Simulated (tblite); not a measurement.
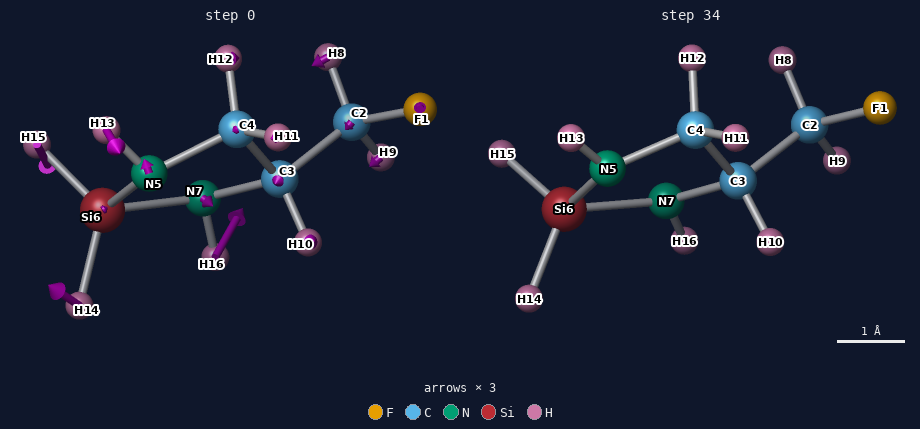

The structure of C₃H₉FN₂Si before (left) and after (right) a relaxation, at one scale. The purple arrows give the displacements, magnified 3 times.

Style: ball-and-stick. Shown from a free direction.

All numbers below come from tblite 0.8.0, GFN2-xTB geometry optimisation, gas phase. 

Question: Summarise the run.

Answer: The atom that moves furthest after the best rigid fit is H16 (0.37 Å). By element the largest moves are H 0.37 Å, N 0.08 Å, C 0.06 Å, F 0.05 Å, Si 0.03 Å. Near-neighbour distances that change, for instance: C3–N7 1.491 → 1.444 Å, C4–N5 1.480 → 1.445 Å, C3–C4 1.556 → 1.533 Å, C4–H12 1.084 → 1.099 Å. Among the angles between lasting bonds that change: Si6–N7–H16 107.4° → 123.2°, Si6–N5–H13 109.6° → 124.2°, N5–Si6–H15 109.9° → 119.2°. The energy falls by 0.419 eV in 34 geometry steps.
